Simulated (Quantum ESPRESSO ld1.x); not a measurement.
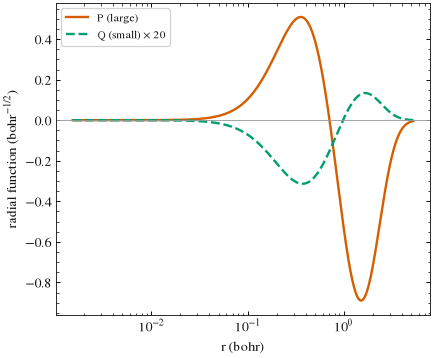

As⁸⁺ (Z = 33, 25 electrons); electrons: [Ne] 3s1 3p6 3d7 4d1 (open shells shared over both j by 2j + 1). All numbers are computed, not measured: Dirac Kohn-Sham, LDA (Slater exchange, Perdew-Zunger correlation), spin-unpolarised, spherical densities, point nucleus (Quantum ESPRESSO ld1.x 7.5).

The plot shows the large and small radial components of one occupied spinor.

Question: Which spinor (n, l, j) is it?

Answer: It is 4d5/2. The spinor has κ = −3: the large component has l = 2 and 1 radial node (r = 0.709 bohr), the small one has l = 3. The small component carries 0.015 % of the norm; ⟨r⟩ = 1.62 bohr and the eigenvalue is −89.3 eV. The nodes of P give n − l − 1 and its extent picks the shell; Q has as many nodes as P for κ < 0 and one more for κ > 0.
